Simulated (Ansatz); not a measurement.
# C2H4NOSi (SMILES C[SiH]N=C=O): U-r2SCAN/def2-SVP

What is the vertical doublet–quartet gap of C2H4NOSi at U-r2SCAN/def2-SVP? 

Program for the calculation: Ansatz 0.2.0.

104 further runs of the same task are left out: 104 set aside as unsound or not needed.

## Step 1: The molecule

C2H4NOSi has 9 atoms, charge 0, and is taken as a doublet. As SMILES, `C[SiH]N=C=O`. The coordinates come from a PBE0-D4/def2-TZVP relaxation. This is one conformer, not always the lowest.

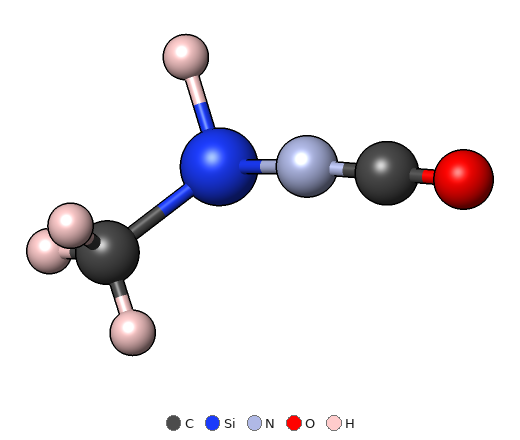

Viewed from a chosen angle; carbon dark grey, silicon blue, nitrogen light blue, oxygen red, hydrogen pink.

## Step 2: A single-point energy at U-r2SCAN/def2-SVP

Input file run.yaml:

```yaml
crystal:
  periodic: [false, false, false]
  atoms:
    - symbol: C
      position_ang: [-0.230800, 0.936500, 1.233300]
    - symbol: Si
      position_ang: [-0.019100, 0.717300, -0.606900]
    - symbol: "N"
      position_ang: [0.147000, -0.951200, -0.966600]
    - symbol: C
      position_ang: [-0.027700, -2.022300, -1.465700]
    - symbol: O
      position_ang: [-0.174100, -3.081100, -1.930900]
    - symbol: H
      position_ang: [0.625000, 0.510600, 1.765400]
    - symbol: H
      position_ang: [-1.138100, 0.442600, 1.585600]
    - symbol: H
      position_ang: [-0.298200, 1.998600, 1.479400]
    - symbol: H
      position_ang: [1.204500, 1.402700, -1.110500]
basis:
  gaussian:
    orbitals: def2-SVP
magnetization:
  spin_polarized: true
  initial_magnetization: 1
hamiltonian:
  xc: r2scan
accuracy: high
output: {orbitals: {seedname: orbitals}}
```

Launch:

```
$ ansatz run run.yaml --threads 1 --pin off --max-ram 3480MiB --events-out events.jsonl --progress --plain --runs-dir runs
```

Output:

```text
Warning: RAYON_NUM_THREADS=1 ignored (pool sized by the plan → 1); use --threads N
Functional definition: r2SCAN
  name "r2SCAN"
  parameter k0 = 0.174
  parameter k1 = 0.065
  parameter a1 = 4.9479
  exchange = r2scan_x(k0 = k0, k1 = k1, a1 = a1)
  correlation = r2scan_c
2091 factors; integrals over basis functions are off by at most 3.8e-9 eV
mean field evaluation 1: about -13533.4213 eV, gradient 4.8e1 eV
mean field evaluation 2: about -13520.4597 eV, gradient 6.9e1 eV
mean field evaluation 4: about -13543.2120 eV, gradient 4.2e0 eV
mean field evaluation 8: about -13543.2937 eV, gradient 3.0e-1 eV
mean field evaluation 16: about -13543.2941 eV, gradient 1.3e-4 eV
mean field -13543.29407863 eV, -497.7068774151 hartree, gradient 3.3e-8 eV, S^2 0.752695; 0 other end points of the search recorded, 0 dependent functions left out
reference -13543.29408044 eV, -497.7068774819 hartree; 23, 22 occupied and 71, 72 virtual orbitals, 2091 factors
Total energy: -13543.29408044 eV, -497.7068774819 hartree
```

Run time: 28 s. Hardware: 1 thread of Arm Neoverse V1, shared host; peak memory 0.45 GiB.

## Step 3: The quartet at the same level

Input file in.yaml:

```yaml
basis:
  gaussian:
    orbitals: def2-SVP
crystal:
  periodic: [false, false, false]
  atoms:
    - {symbol: C, position_ang: [-0.230800, 0.936500, 1.233300]}
    - {symbol: Si, position_ang: [-0.019100, 0.717300, -0.606900]}
    - {symbol: "N", position_ang: [0.147000, -0.951200, -0.966600]}
    - {symbol: C, position_ang: [-0.027700, -2.022300, -1.465700]}
    - {symbol: O, position_ang: [-0.174100, -3.081100, -1.930900]}
    - {symbol: H, position_ang: [0.625000, 0.510600, 1.765400]}
    - {symbol: H, position_ang: [-1.138100, 0.442600, 1.585600]}
    - {symbol: H, position_ang: [-0.298200, 1.998600, 1.479400]}
    - {symbol: H, position_ang: [1.204500, 1.402700, -1.110500]}
magnetization:
  spin_polarized: true
  initial_magnetization: 3
hamiltonian:
  xc: {name: r2SCAN}
accuracy: high
output: {orbitals: {seedname: orbitals}}
```

Launch:

```
$ ansatz run in.yaml --threads 1 --pin off --max-ram 3480MiB --events-out events.jsonl --progress --plain --runs-dir runs
```

Output (excerpt; [...] marks lines left out):

```text
Warning: RAYON_NUM_THREADS=1 ignored (pool sized by the plan → 1); use --threads N
[... 7 set-up lines as earlier in the session ...]
2091 factors; integrals over basis functions are off by at most 3.8e-9 eV
mean field evaluation 1: about -13526.8803 eV, gradient 4.5e1 eV
mean field evaluation 2: about -13496.0477 eV, gradient 8.0e1 eV
mean field evaluation 4: about -13536.2742 eV, gradient 7.8e0 eV
mean field evaluation 8: about -13536.6603 eV, gradient 6.0e-1 eV
mean field evaluation 16: about -13536.6583 eV, gradient 1.1e-3 eV
mean field evaluation 32: about -13536.6583 eV, gradient 6.4e-6 eV
mean field evaluation 64: about -13536.5964 eV, gradient 5.8e-1 eV
mean field -13536.65828646 eV, -497.4630165510 hartree, gradient 9.7e-8 eV, S^2 3.757622; 8 other end points of the search recorded, 0 dependent functions left out
reference -13536.65828832 eV, -497.4630166194 hartree; 24, 21 occupied and 70, 73 virtual orbitals, 2091 factors
Total energy: -13536.65828832 eV, -497.4630166194 hartree
```

It took 68 s on 1 thread of Arm Neoverse V1, shared host; peak memory 0.47 GiB.

## Step 4: Summary of results

At U-r2SCAN/def2-SVP:

| quantity | value |
| --- | --- |
| doublet: total energy | -497.70688 Eh |
| doublet: HOMO energy (highest over α and β) | -5.16 eV |
| doublet: LUMO energy (lowest over α and β) | -2.78 eV |
| doublet: ⟨S²⟩ | 0.753 |
| quartet: total energy | -497.46302 Eh |
| quartet: HOMO energy (highest over α and β) | -0.89 eV |
| quartet: ⟨S²⟩ | 3.758 |
| vertical energy of the quartet above the doublet | 6.636 eV |

At this shape the quartet lies 6.64 eV (640 kJ/mol) above the doublet.
